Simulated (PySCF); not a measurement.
# CH4FGaSe (SMILES [CH3][Ga]([F])[SeH]) at 6 levels

Aim: a comparison of 6 runs (HF/3-21G, HF/def2-SVP, HF/pcseg-2, B3LYP/def2-SVP, PBE0/def2-SVP, r2SCAN/def2-TZVP) of CH4FGaSe. The job is set up through a Python script.

The results are computed with PySCF 2.14.0.

## Step 1: Starting point

CH4FGaSe: 8 atoms, total charge 0, spin state singlet. SMILES: `[CH3][Ga]([F])[SeH]`. Geometry: relaxed at PBE0-D4/def2-TZVP. This is one conformer, not always the lowest.

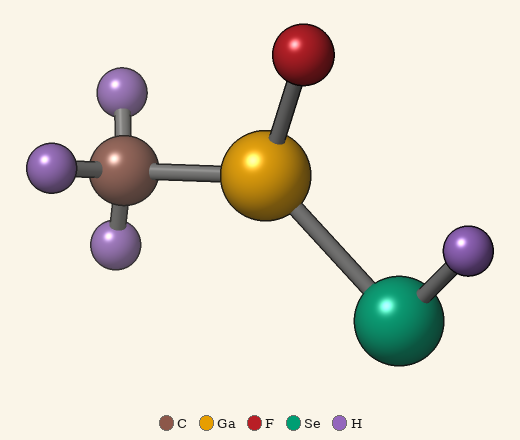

The structure, seen from a chosen angle (carbon brown, gallium amber, fluorine red, selenium teal, hydrogen purple).

## Step 2: Energy and forces at HF/3-21G (run 1)

Contents of run.py:

```python
from pyscf import gto, scf

mol = gto.M(
    atom=[
    ('C', (-0.097000, 1.353200, -0.526600)),
    ('Ga', (0.183700, -0.408000, 0.254500)),
    ('F', (1.602400, -0.652500, 1.271000)),
    ('Se', (-1.099700, -2.327000, 0.067000)),
    ('H', (-0.923700, 1.345300, -1.236200)),
    ('H', (-0.314900, 2.069500, 0.268100)),
    ('H', (0.814400, 1.674900, -1.033100)),
    ('H', (-0.165300, -3.055500, 0.935300)),
],
    max_memory=1860,
    verbose=3,
    basis='3-21g',
)

calc0 = scf.RHF(mol)
calc0.conv_tol = 1e-10
calc0.kernel()
if not calc0.converged:
    calc0 = calc0.newton().run(calc0.mo_coeff, calc0.mo_occ)

energy = calc0.e_tot
print('E = %.10f Eh' % energy)
grad = calc0.nuc_grad_method().kernel()
dip = calc0.dip_moment()
pop, q = calc0.mulliken_pop()
```

Launch:

```bash
$ OMP_NUM_THREADS=1 python run.py
```

What it wrote:

```text
converged SCF energy = -4441.30698527973
E = -4441.3069852797 Eh
--------------- RHF gradients ---------------
         x                y                z
0 C     0.0006337972     0.0018400613    -0.0009204666
1 Ga    -0.0372217337    -0.0131744477    -0.0196504671
2 F     0.0264708865    -0.0049404630     0.0189812762
3 Se     0.0082048784     0.0130776750     0.0009179699
4 H    -0.0041160301    -0.0025260974    -0.0025598027
5 H    -0.0006948189     0.0012153183     0.0050559293
6 H     0.0049894490    -0.0005561561    -0.0012282185
7 H     0.0017335716     0.0050641097    -0.0005962204
----------------------------------------------
Dipole moment(X, Y, Z, Debye): -0.60337,  1.74342, -0.98119
 ** Mulliken pop  **
pop of  0 C 1s            1.98756
pop of  0 C 2s            0.34062
pop of  0 C 3s            1.18811
pop of  0 C 2px           0.53482
pop of  0 C 2py           0.52577
pop of  0 C 2pz           0.53071
pop of  0 C 3px           0.60360
pop of  0 C 3py           0.72003
pop of  0 C 3pz           0.62604
pop of  1 Ga 1s           1.99983
pop of  1 Ga 2s           1.99845
pop of  1 Ga 3s           1.99468
pop of  1 Ga 4s           0.72194
pop of  1 Ga 5s           0.08639
pop of  1 Ga 2px          1.99852
pop of  1 Ga 2py          1.99848
pop of  1 Ga 2pz          1.99853
pop of  1 Ga 3px          1.98580
pop of  1 Ga 3py          1.98683
pop of  1 Ga 3pz          1.98487
pop of  1 Ga 4px          0.29055
pop of  1 Ga 4py          0.49146
pop of  1 Ga 4pz          0.21151
pop of  1 Ga 5px          0.03725
pop of  1 Ga 5py          0.02941
pop of  1 Ga 5pz          0.07598
pop of  1 Ga 3dxy         1.99072
pop of  1 Ga 3dyz         1.98869
pop of  1 Ga 3dz^2        1.99308
pop of  1 Ga 3dxz         1.98645
pop of  1 Ga 3dx2-y2      1.98224
pop of  2 F 1s            1.98435
pop of  2 F 2s            0.43901
pop of  2 F 3s            1.53629
pop of  2 F 2px           0.78460
pop of  2 F 2py           0.84981
pop of  2 F 2pz           0.81788
pop of  2 F 3px           1.00600
pop of  2 F 3py           1.05644
pop of  2 F 3pz           1.03952
pop of  3 Se 1s           1.99983
pop of  3 Se 2s           1.99722
pop of  3 Se 3s           2.00056
pop of  3 Se 4s           0.75279
pop of  3 Se 5s           1.21257
pop of  3 Se 2px          1.99750
pop of  3 Se 2py          1.99738
pop of  3 Se 2pz          1.99757
pop of  3 Se 3px          1.98845
pop of  3 Se 3py          1.98739
pop of  3 Se 3pz          1.98894
pop of  3 Se 4px          0.68029
pop of  3 Se 4py          0.62615
pop of  3 Se 4pz          0.70331
pop of  3 Se 5px          0.83951
pop of  3 Se 5py          0.65538
pop of  3 Se 5pz          0.91325
pop of  3 Se 3dxy         1.99821
pop of  3 Se 3dyz         1.99914
pop of  3 Se 3dz^2        1.99945
pop of  3 Se 3dxz         1.99851
pop of  3 Se 3dx2-y2      1.99955
pop of  4 H 1s            0.45670
pop of  4 H 2s            0.30625
pop of  5 H 1s            0.45396
pop of  5 H 2s            0.30408
pop of  6 H 1s            0.45425
pop of  6 H 2s            0.30136
pop of  7 H 1s            0.41014
pop of  7 H 2s            0.57750
 ** Mulliken atomic charges  **
charge of    0C =     -1.05726
charge of    1Ga =      1.16834
charge of    2F =     -0.51390
charge of    3Se =     -0.33294
charge of    4H =      0.23705
charge of    5H =      0.24196
charge of    6H =      0.24440
charge of    7H =      0.01236
```

It took 4.5 s on 1 thread of Intel Xeon at 2.70GHz, shared host; peak memory 0.14 GiB.

## Step 3: Energy and gradient at HF/def2-SVP (run 2)

Contents of start.xyz:

```xyz
8
CH4FGaSe
C     -0.097000     1.353200    -0.526600
Ga     0.183700    -0.408000     0.254500
F      1.602400    -0.652500     1.271000
Se    -1.099700    -2.327000     0.067000
H     -0.923700     1.345300    -1.236200
H     -0.314900     2.069500     0.268100
H      0.814400     1.674900    -1.033100
H     -0.165300    -3.055500     0.935300
```

Contents of job.py:

```python
from pyscf import gto

system = gto.M(
    atom='start.xyz',
    basis='def2-svp',
    verbose=4,
    max_memory=1860,
)

myscf = system.RHF()
myscf.conv_tol = 1e-10
myscf.kernel()
if not myscf.converged:
    myscf = myscf.newton().run(myscf.mo_coeff, myscf.mo_occ)

energy = myscf.e_tot
print(f'total energy: {energy:.8f} hartree')
grad = myscf.nuc_grad_method().kernel()
dip = myscf.dip_moment()
pop, q = myscf.mulliken_pop()
```

Launch:

```bash
$ OMP_NUM_THREADS=1 python job.py
```

What it wrote:

```text
PySCF version 2.14.0

[... 64 lines left out ...]
converged SCF energy = -4462.16920269314
total energy: -4462.16920269 hartree
[... 11 lines left out ...]
Dipole moment(X, Y, Z, Debye): -1.09480,  1.38429, -1.18232
[... 82 lines left out ...]
pop of  3 Se 3dx2-y2      1.64016
pop of  3 Se 4dxy         0.35117
pop of  3 Se 4dyz         0.35050
pop of  3 Se 4dz^2        0.34977
pop of  3 Se 4dxz         0.35014
pop of  3 Se 4dx2-y2      0.35051
pop of  3 Se 5dxy         0.02937
pop of  3 Se 5dyz         0.01771
pop of  3 Se 5dz^2        0.01349
pop of  3 Se 5dxz         0.02405
pop of  3 Se 5dx2-y2      0.01509
pop of  4 H 1s            0.74054
pop of  4 H 2s            0.16365
pop of  4 H 2px           0.01200
pop of  4 H 2py           0.00554
pop of  4 H 2pz           0.01005
pop of  5 H 1s            0.73617
pop of  5 H 2s            0.16290
pop of  5 H 2px           0.00469
pop of  5 H 2py           0.01159
pop of  5 H 2pz           0.01185
pop of  6 H 1s            0.73645
pop of  6 H 2s            0.16212
pop of  6 H 2px           0.01389
pop of  6 H 2py           0.00691
pop of  6 H 2pz           0.00723
pop of  7 H 1s            0.68040
pop of  7 H 2s            0.21825
pop of  7 H 2px           0.01010
pop of  7 H 2py           0.00725
pop of  7 H 2pz           0.00972
 ** Mulliken atomic charges  **
charge of    0C =     -0.37537
charge of    1Ga =      0.97424
charge of    2F =     -0.56754
charge of    3Se =     -0.32005
charge of    4H =      0.06822
charge of    5H =      0.07280
charge of    6H =      0.07340
charge of    7H =      0.07429
```

It took 17 s on 1 thread of Intel Xeon at 2.70GHz, shared host; peak memory 0.27 GiB.

Runs 3 to 4 aren't shown in full; the table further down has their settings and results.

## Step 4: Energy and gradient at PBE0/def2-SVP (run 5)

Contents of job.py:

```python
import pyscf.grad
from pyscf import gto, dft

mol = gto.M(
    atom='''
C     -0.183303     2.557177    -0.995130
Ga     0.347143    -0.771008     0.480935
F      3.028097    -1.233046     2.401842
Se    -2.078132    -4.397393     0.126612
H     -1.745540     2.542249    -2.336079
H     -0.595075     3.910788     0.506636
H      1.538993     3.165102    -1.952276
H     -0.312372    -5.774058     1.767461
''',
    unit='bohr',
    basis='def2-svp',
    max_memory=1860,
    verbose=3,
    charge=0,
)

mf = dft.RKS(mol)
mf.xc = 'pbe0'
mf.conv_tol = 1e-10
mf.grids.level = 5
mf.kernel()
if not mf.converged:
    mf = mf.newton().run(mf.mo_coeff, mf.mo_occ)

e_tot = mf.e_tot
print(f'total energy: {e_tot:.8f} hartree')
grad = mf.Gradients().kernel()
mf.analyze()
```

Launch:

```bash
$ OMP_NUM_THREADS=1 python job.py
```

What it wrote:

```text
converged SCF energy = -4465.52637761236
[... 11 lines left out ...]
MO #2   energy= -372.888144032366  occ= 2
[... 9 lines left out ...]
MO #12  energy= -10.2433732916094  occ= 2
[... 9 lines left out ...]
MO #22  energy= -2.14605060572026  occ= 2
[... 9 lines left out ...]
MO #32  energy= -0.720055026300312 occ= 2
[... 9 lines left out ...]
MO #42  energy= -0.269157023593636 occ= 2
[... 9 lines left out ...]
MO #52  energy= 0.279718598363411  occ= 0
[... 9 lines left out ...]
MO #62  energy= 0.511884347351456  occ= 0
[... 9 lines left out ...]
MO #72  energy= 0.73650535680732   occ= 0
[... 9 lines left out ...]
MO #82  energy= 1.52352271073827   occ= 0
[... 9 lines left out ...]
MO #92  energy= 2.0689879603567    occ= 0
[... 9 lines left out ...]
MO #102 energy= 2.92502579545947   occ= 0
[... 9 lines left out ...]
MO #112 energy= 3.51515092362357   occ= 0
[... 9 lines left out ...]
Dipole moment(X, Y, Z, Debye): -1.01422,  1.25330, -1.08014
```

It took 47 s on 1 thread of Intel Xeon at 2.70GHz, shared host; peak memory 1.1 GiB.

## Step 5: Energy and gradient at r2SCAN/def2-TZVP (run 6)

Contents of input.py:

```python
from pyscf import gto, dft

mol = gto.Mole()
mol.atom = [
    ('C', (-0.097000, 1.353200, -0.526600)),
    ('Ga', (0.183700, -0.408000, 0.254500)),
    ('F', (1.602400, -0.652500, 1.271000)),
    ('Se', (-1.099700, -2.327000, 0.067000)),
    ('H', (-0.923700, 1.345300, -1.236200)),
    ('H', (-0.314900, 2.069500, 0.268100)),
    ('H', (0.814400, 1.674900, -1.033100)),
    ('H', (-0.165300, -3.055500, 0.935300)),
]
mol.verbose = 4
mol.spin = 0
mol.max_memory = 1860
mol.basis = 'def2-tzvp'
mol.charge = 0
mol.build()

mf = dft.RKS(mol, xc='r2scan')
mf.grids.level = 5
mf.conv_tol = 1e-10
mf.kernel()
if not mf.converged:
    mf = mf.newton().run(mf.mo_coeff, mf.mo_occ)

energy = mf.e_tot
print('Final energy', energy)
grad = mf.nuc_grad_method().kernel()
dip = mf.dip_moment()
pop, q = mf.mulliken_pop()
```

Launch:

```bash
$ OMP_NUM_THREADS=1 python input.py
```

What it wrote:

```text
PySCF version 2.14.0

[... 83 lines left out ...]
converged SCF energy = -4466.8334063826
Final energy -4466.8334063826005
[... 12 lines left out ...]
Dipole moment(X, Y, Z, Debye): -1.05912,  1.29356, -1.12781
[... 152 lines left out ...]
pop of  3 Se 4f-3         0.00077
pop of  3 Se 4f-2         0.00228
pop of  3 Se 4f-1         0.00043
pop of  3 Se 4f+0         0.00090
pop of  3 Se 4f+1         0.00065
pop of  3 Se 4f+2         0.00027
pop of  3 Se 4f+3         0.00035
pop of  4 H 1s            0.26777
pop of  4 H 2s            0.47849
pop of  4 H 3s            0.08709
pop of  4 H 2px           0.00951
pop of  4 H 2py           0.00695
pop of  4 H 2pz           0.00873
pop of  5 H 1s            0.26606
pop of  5 H 2s            0.47801
pop of  5 H 3s            0.08625
pop of  5 H 2px           0.00569
pop of  5 H 2py           0.01046
pop of  5 H 2pz           0.00953
pop of  6 H 1s            0.26636
pop of  6 H 2s            0.47638
pop of  6 H 3s            0.08606
pop of  6 H 2px           0.01045
pop of  6 H 2py           0.00794
pop of  6 H 2pz           0.00724
pop of  7 H 1s            0.22619
pop of  7 H 2s            0.48474
pop of  7 H 3s            0.12079
pop of  7 H 2px           0.00811
pop of  7 H 2py           0.00641
pop of  7 H 2pz           0.00807
 ** Mulliken atomic charges  **
charge of    0C =     -0.50648
charge of    1Ga =      0.61215
charge of    2F =     -0.39074
charge of    3Se =     -0.29166
charge of    4H =      0.14145
charge of    5H =      0.14401
charge of    6H =      0.14558
charge of    7H =      0.14569
```

It took 2.7 min on 1 thread of Intel Xeon at 2.70GHz, shared host; peak memory 2.5 GiB.

## Step 6: The series

```tsv
run	level	integration grid	energy (Eh)	dipole moment (D)	HOMO energy (eV)	LUMO energy (eV)	wall time
1	HF/3-21G	–	-4441.306985	2.09	-9.87	2.09	4.5 s
2	HF/def2-SVP	–	-4462.169203	2.12	-9.91	2.16	17 s
3	HF/pcseg-2	–	-4462.904992	2.21	-9.98	1.79	6.8 min
4	B3LYP/def2-SVP	5	-4466.291179	1.96	-7.03	-0.88	49 s
5	PBE0/def2-SVP	5	-4465.526378	1.94	-7.32	-0.66	47 s
6	r2SCAN/def2-TZVP	5	-4466.833406	2.02	-6.59	-1.31	2.7 min
```

## Step 7: Outcome

| quantity | value |
| --- | --- |
| run 6: total energy | -4466.83341 Eh |
| run 6: dipole moment | 2.02 D |
| run 6: HOMO energy | -6.59 eV |
| run 6: LUMO energy | -1.31 eV |
| run 6: HOMO–LUMO gap | 5.28 eV |
| run 6: largest force on an atom | 0.019 eV/Å |

The dipole moment (its size) runs from 1.94 D (PBE0/def2-SVP) to 2.21 D (HF/pcseg-2). The two ends differ in method and basis. The HOMO–LUMO gap runs from 5.28 eV (r2SCAN/def2-TZVP) to 12.08 eV (HF/def2-SVP). Totals of different functionals can't be ranked against each other. All runs together took 11 min, the longest 6.8 min.
